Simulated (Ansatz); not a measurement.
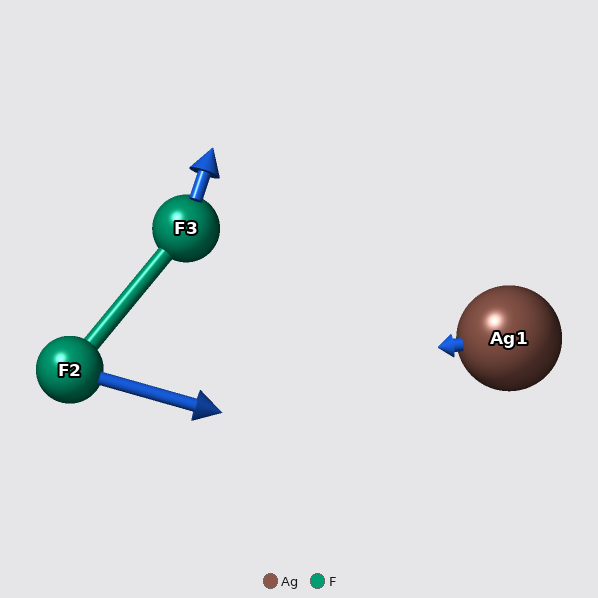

The arrows show one normal mode. State: charge +1, singlet. Harmonic vibrations computed with RKS PBE0-D4/def2-TZVP, core potentials on Ag (Ansatz 0.2.0) at a stationary point of the same level.

Question: At what wavenumber does it lie?

Answer: 71 cm⁻¹; it is mode 1 of 3 counted from the lowest.
